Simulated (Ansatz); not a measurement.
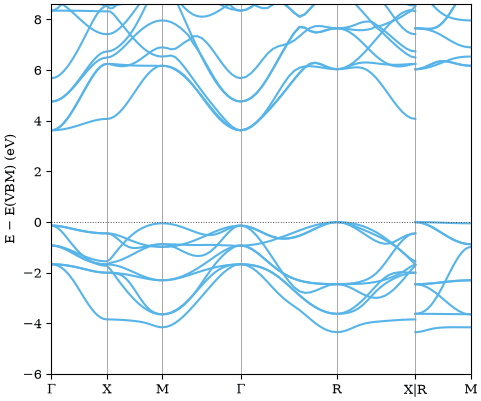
Figure: Band structure from PBE (plane waves, PAW; program Ansatz)

Task: Read off the gap and where the band edges lie.

Result: About 3.6 eV (3.63 eV by a search for the band edges); maximum at R, minimum at Γ.

Task: Pick the material that matches.
A. KTaO3, cubic perovskite
B. BaHfO3, cubic perovskite
C. BaTiO3, cubic perovskite
D. SrTiO3, cubic perovskite

Result: B, BaHfO3, cubic perovskite

Space group Pm-3m (cubic perovskite). The cell was relaxed with PBE under the symmetry of its start. No spin polarisation was allowed. Scalar-relativistic: spin–orbit coupling is off unless named, which matters more the heavier the elements.

Potentials: the earlier of the program's two PAW sets.
